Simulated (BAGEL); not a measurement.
**One shape, several levels: triplet CH3NO**

Wanted: a comparison of 3 runs (UHF/STO-3G, ROHF/6-31G*, ROHF/def2-TZVP) of triplet CH3NO. 

Program for the calculation: BAGEL 1.2.2.

## 1. Starting point

The species is CH3NO (6 atoms), meant as a triplet with charge 0. SMILES of the parent species: `CN=O`. The coordinates come from a PBE0-D4/def2-TZVP relaxation. That shape belongs to the parent species and isn't relaxed for this state.

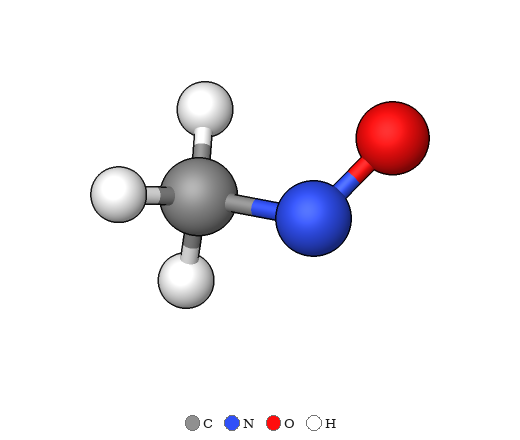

Viewed from a chosen angle; carbon grey, nitrogen blue, oxygen red, hydrogen white.

## 2. A single-point energy at UHF/STO-3G (density fitting with cc-pvqz-jkfit) (run 1)

The input, calc.json:

```json
{ "bagel": [

{
  "title": "molecule",
  "basis": "sto-3g",
  "df_basis": "cc-pvqz-jkfit",
  "angstrom": true,
  "geometry": [
    { "atom": "C", "xyz": [   -0.173320,    0.295060,   -0.257500 ] },
    { "atom": "N", "xyz": [   -0.093510,   -0.930080,    0.547430 ] },
    { "atom": "O", "xyz": [    0.960290,   -1.089300,    1.083500 ] },
    { "atom": "H", "xyz": [   -0.434830,   -0.011430,   -1.274170 ] },
    { "atom": "H", "xyz": [   -1.017200,    0.873040,    0.129410 ] },
    { "atom": "H", "xyz": [    0.758570,    0.862730,   -0.228690 ] }
  ]
},
{
  "title": "uhf",
  "nopen": 2
},
{
  "title": "print",
  "file": "orbitals.molden",
  "orbitals": true
}

]}
```

Launch:

```sh
$ BAGEL_NUM_THREADS=1 BAGEL calc.json > calc.out
```

Log:

```text
* using 1 threads per process

  ===============================================================
  ===============================================================

  *** Geometry ***

  { "atom" : "C", "xyz" : [     -0.327527,      0.557583,     -0.486604 ] },
  { "atom" : "N", "xyz" : [     -0.176708,     -1.757596,      1.034493 ] },
  { "atom" : "O", "xyz" : [      1.814685,     -2.058479,      2.047518 ] },
  { "atom" : "H", "xyz" : [     -0.821710,     -0.021600,     -2.407832 ] },
  { "atom" : "H", "xyz" : [     -1.922229,      1.649806,      0.244549 ] },
  { "atom" : "H", "xyz" : [      1.433490,      1.630323,     -0.432161 ] },

  Number of auxiliary basis functions:      471

  Since a DF basis is specified, we compute 2- and 3-index integrals:
    o Being stored without compression. Storage requirement is 0.001 GB

  Number of basis functions:       18
  Number of electrons      :       24

    * METHOD: MOLECULE                             0.14

  *** Open-shell HF ***

  === Nuclear Repulsion ===
    70.9280127314

      * DIIS with orbital gradients will be used.

  === UHF iteration (sto-3g) ===
      0       -166.59066507          0.03605792           0.01
      1       -166.63280972          0.01756711           0.01
      2       -166.64132888          0.00802838           0.01
      3       -166.64401715          0.00404804           0.01
      4       -166.64638887          0.00262850           0.01
      5       -166.64792396          0.00171787           0.01
      6       -166.64874245          0.00091490           0.01
      7       -166.64890563          0.00044853           0.01
      8       -166.64894792          0.00011159           0.01
      9       -166.64894944          0.00005805           0.01
     10       -166.64894998          0.00002291           0.01
     11       -166.64895006          0.00001176           0.01
     12       -166.64895007          0.00000436           0.01
     13       -166.64895008          0.00000057           0.01
     14       -166.64895008          0.00000022           0.01
     15       -166.64895008          0.00000009           0.01
     16       -166.64895008          0.00000004           0.01
     17       -166.64895008          0.00000001           0.01
     18       -166.64895008          0.00000001           0.01
    * SCF iteration converged.

    * S^2 (UHF) is 2.0051

    * Permanent dipole moment:
           (   -0.020714,    -0.584927,     0.360008) a.u.

    * METHOD: UHF                                  0.26

    * METHOD: PRINT                                0.00

  ===============================================================
```

Run time: 0.52 s. Hardware: 1 thread of Arm Neoverse V1, shared host.

## 3. The energy at ROHF/6-31G(d) (density fitting with cc-pvqz-jkfit, spherical functions) (run 2)

The input, job.json:

```json
{ "bagel" : [

{
  "title" : "molecule",
  "basis" : "6-31gs.json",
  "df_basis" : "cc-pvqz-jkfit",
  "angstrom" : true,
  "geometry" : [
    { "atom" : "C", "xyz" : [      -0.173320,       0.295060,      -0.257500 ] },
    { "atom" : "N", "xyz" : [      -0.093510,      -0.930080,       0.547430 ] },
    { "atom" : "O", "xyz" : [       0.960290,      -1.089300,       1.083500 ] },
    { "atom" : "H", "xyz" : [      -0.434830,      -0.011430,      -1.274170 ] },
    { "atom" : "H", "xyz" : [      -1.017200,       0.873040,       0.129410 ] },
    { "atom" : "H", "xyz" : [       0.758570,       0.862730,      -0.228690 ] }
  ]
},

{ "title" : "rohf", "nopen" : 2 },

{ "title" : "print", "file" : "orbitals.molden", "orbitals" : true }

]}
```

The basis set 6-31G* is read from a file made from the Basis Set Exchange's data (not shown).

Launch:

```sh
$ BAGEL_NUM_THREADS=1 BAGEL job.json > job.out
```

Log:

```text
* using 1 threads per process

  ===============================================================
  ===============================================================

  *** Geometry ***

  { "atom" : "C", "xyz" : [     -0.327527,      0.557583,     -0.486604 ] },
  { "atom" : "N", "xyz" : [     -0.176708,     -1.757596,      1.034493 ] },
  { "atom" : "O", "xyz" : [      1.814685,     -2.058479,      2.047518 ] },
  { "atom" : "H", "xyz" : [     -0.821710,     -0.021600,     -2.407832 ] },
  { "atom" : "H", "xyz" : [     -1.922229,      1.649806,      0.244549 ] },
  { "atom" : "H", "xyz" : [      1.433490,      1.630323,     -0.432161 ] },

  Number of auxiliary basis functions:      471

  Since a DF basis is specified, we compute 2- and 3-index integrals:
    o Being stored without compression. Storage requirement is 0.009 GB

  Number of basis functions:       48
  Number of electrons      :       24

    * METHOD: MOLECULE                             0.17

  *** Open-shell HF ***

  === Nuclear Repulsion ===
    70.9280127314

      * DIIS with orbital gradients will be used.

  === ROHF iteration (6-31gs.json) ===
      0       -168.70378934          0.03759058           0.04
      1       -168.77040285          0.02470842           0.04
      2       -168.78118632          0.02004156           0.04
      3       -168.80005164          0.00299274           0.04
      4       -168.80106380          0.00158788           0.04
      5       -168.80189930          0.00131431           0.04
      6       -168.80305186          0.00099609           0.04
      7       -168.80391763          0.00053431           0.04
      8       -168.80442663          0.00026396           0.04
      9       -168.80466048          0.00016762           0.04
     10       -168.80462046          0.00008158           0.04
     11       -168.80476681          0.00004957           0.04
     12       -168.80472190          0.00002023           0.04
     13       -168.80472998          0.00000692           0.04
     14       -168.80473962          0.00000315           0.04
     15       -168.80473962          0.00000160           0.04
     16       -168.80473890          0.00000081           0.04
     17       -168.80473915          0.00000034           0.04
     18       -168.80473901          0.00000019           0.04
     19       -168.80473898          0.00000010           0.04
     20       -168.80473896          0.00000003           0.04
     21       -168.80473894          0.00000002           0.04
     22       -168.80473894          0.00000001           0.04
     23       -168.80473893          0.00000001           0.04
    * SCF iteration converged.

    * S^2 (ROHF) is 2.0000

    * Permanent dipole moment:
           (    0.224386,    -0.743037,     0.560969) a.u.

    * METHOD: ROHF                                 0.96

    * METHOD: PRINT                                0.01

  ===============================================================
```

Wall time 1.3 s (1 thread of Arm Neoverse V1, shared host).

## 4. The energy at ROHF/def2-TZVP (density fitting with cc-pvqz-jkfit) (run 3)

The input, input.json:

```json
{ "bagel": [

{
  "title": "molecule",
  "basis": "def2-tzvp.json",
  "df_basis": "cc-pvqz-jkfit",
  "angstrom": true,
  "geometry": [
    { "atom": "C", "xyz": [      -0.173320,       0.295060,      -0.257500 ] },
    { "atom": "N", "xyz": [      -0.093510,      -0.930080,       0.547430 ] },
    { "atom": "O", "xyz": [       0.960290,      -1.089300,       1.083500 ] },
    { "atom": "H", "xyz": [      -0.434830,      -0.011430,      -1.274170 ] },
    { "atom": "H", "xyz": [      -1.017200,       0.873040,       0.129410 ] },
    { "atom": "H", "xyz": [       0.758570,       0.862730,      -0.228690 ] }
  ]
},

{ "title": "rohf", "nopen": 2 },

{ "title": "print", "file": "orbitals.molden", "orbitals": true }

]}
```

The basis set def2-TZVP is read from a file made from the Basis Set Exchange's data (not shown).

Launch:

```sh
$ BAGEL_NUM_THREADS=1 BAGEL input.json > input.out
```

Log:

```text
* using 1 threads per process

  ===============================================================
  ===============================================================

  *** Geometry ***

  { "atom" : "C", "xyz" : [     -0.327527,      0.557583,     -0.486604 ] },
  { "atom" : "N", "xyz" : [     -0.176708,     -1.757596,      1.034493 ] },
  { "atom" : "O", "xyz" : [      1.814685,     -2.058479,      2.047518 ] },
  { "atom" : "H", "xyz" : [     -0.821710,     -0.021600,     -2.407832 ] },
  { "atom" : "H", "xyz" : [     -1.922229,      1.649806,      0.244549 ] },
  { "atom" : "H", "xyz" : [      1.433490,      1.630323,     -0.432161 ] },

  Number of auxiliary basis functions:      471

  Since a DF basis is specified, we compute 2- and 3-index integrals:
    o Being stored without compression. Storage requirement is 0.046 GB

  Number of basis functions:      111
  Number of electrons      :       24

    * METHOD: MOLECULE                             0.26

  *** Open-shell HF ***

  === Nuclear Repulsion ===
    70.9280127314

      * DIIS with orbital gradients will be used.

  === ROHF iteration (def2-tzvp.json) ===
      0       -168.73030785          0.03249384           0.11
      1       -168.81522402          0.02286422           0.11
      2       -168.82984585          0.01967587           0.11
      3       -168.87130478          0.00223120           0.11
      4       -168.87221967          0.00106609           0.11
      5       -168.87312973          0.00086176           0.11
      6       -168.87427403          0.00072494           0.11
      7       -168.87549514          0.00038636           0.11
      8       -168.87641166          0.00023628           0.11
      9       -168.87637315          0.00012120           0.11
     10       -168.87669841          0.00005059           0.11
     11       -168.87668845          0.00002229           0.11
     12       -168.87671477          0.00001231           0.11
     13       -168.87671483          0.00000398           0.11
     14       -168.87671696          0.00000122           0.11
     15       -168.87671624          0.00000064           0.11
     16       -168.87671594          0.00000040           0.11
     17       -168.87671583          0.00000029           0.11
     18       -168.87671584          0.00000014           0.11
     19       -168.87671592          0.00000009           0.11
     20       -168.87671595          0.00000003           0.11
     21       -168.87671600          0.00000002           0.11
     22       -168.87671602          0.00000001           0.11
     23       -168.87671602          0.00000001           0.11
    * SCF iteration converged.

    * S^2 (ROHF) is 2.0000

    * Permanent dipole moment:
           (    0.222384,    -0.725877,     0.549326) a.u.

    * METHOD: ROHF                                 2.77

    * METHOD: PRINT                                0.03

  ===============================================================
```

Wall time 3.3 s (1 thread of Arm Neoverse V1, shared host).

## 5. Overview of the runs

```
run                                                                  level  energy (Eh)  dipole moment (D)   ⟨S²⟩  wall time
  1                        UHF/STO-3G (density fitting with cc-pvqz-jkfit)  -166.648950               1.75  2.005     0.52 s
  2  ROHF/6-31G* (density fitting with cc-pvqz-jkfit, spherical functions)  -168.804739               2.43  2.000      1.3 s
  3                    ROHF/def2-TZVP (density fitting with cc-pvqz-jkfit)  -168.876716               2.38  2.000      3.3 s
```

## 6. Results

| quantity | value |
| --- | --- |
| run 3: total energy | -168.87672 Eh |
| run 3: dipole moment | 2.38 D |
| run 3: ⟨S²⟩ | 2.000 |

**Reading.** The dipole moment (its size) runs from 1.75 D (UHF/STO-3G) to 2.43 D (ROHF/6-31G*). The two ends differ in method and basis. In run 1 the basis is minimal, so the values are rough. All runs together took 5.1 s, the longest 3.3 s.
